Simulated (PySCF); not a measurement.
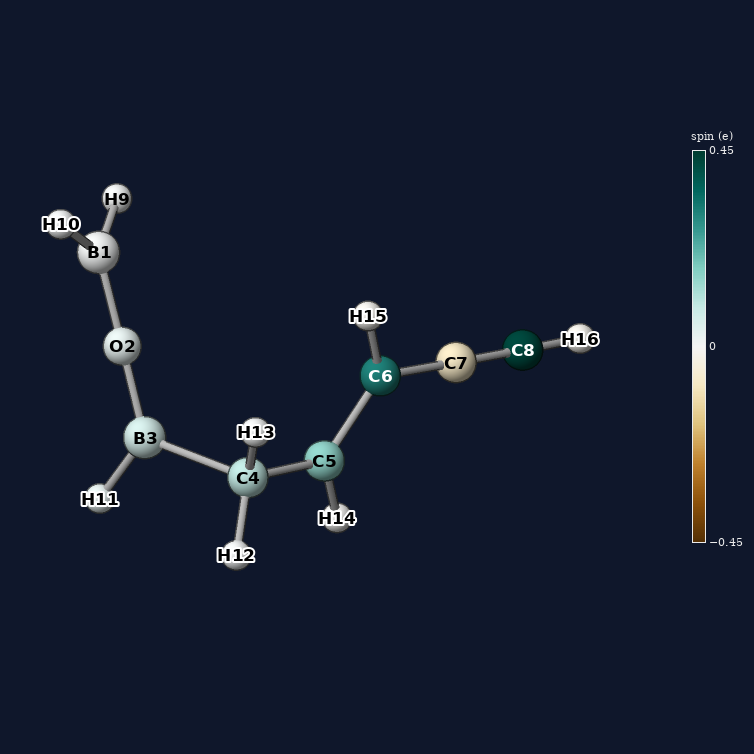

Atoms are coloured by their Mulliken spin populations. Charge +1, doublet. The geometry was computed by an optimisation with GFN2-xTB. No frequency run is at hand to confirm it as a minimum. Method: UKS B3LYP, pcH-1 on B C H O, non-relativistic (PySCF 2.14.0).

Give the Mulliken spin populations atom by atom.

```json
{"atom": "B1", "value (e)": "0.01"}
{"atom": "O2", "value (e)": "0.03"}
{"atom": "B3", "value (e)": "0.06"}
{"atom": "C4", "value (e)": "0.09"}
{"atom": "C5", "value (e)": "0.16"}
{"atom": "C6", "value (e)": "0.31"}
{"atom": "C7", "value (e)": "−0.08"}
{"atom": "C8", "value (e)": "0.42"}
{"atom": "H9", "value (e)": "0.00"}
{"atom": "H10", "value (e)": "0.00"}
{"atom": "H11", "value (e)": "0.03"}
{"atom": "H12", "value (e)": "0.01"}
{"atom": "H13", "value (e)": "0.01"}
{"atom": "H14", "value (e)": "−0.01"}
{"atom": "H15", "value (e)": "−0.01"}
{"atom": "H16", "value (e)": "−0.02"}
```

Mulliken values depend strongly on the basis set. The geometry is semi-empirical. Around B such bond lengths and angles can be off by a tenth of an ångström or more and by several degrees, and values that hang on the shape move with them.
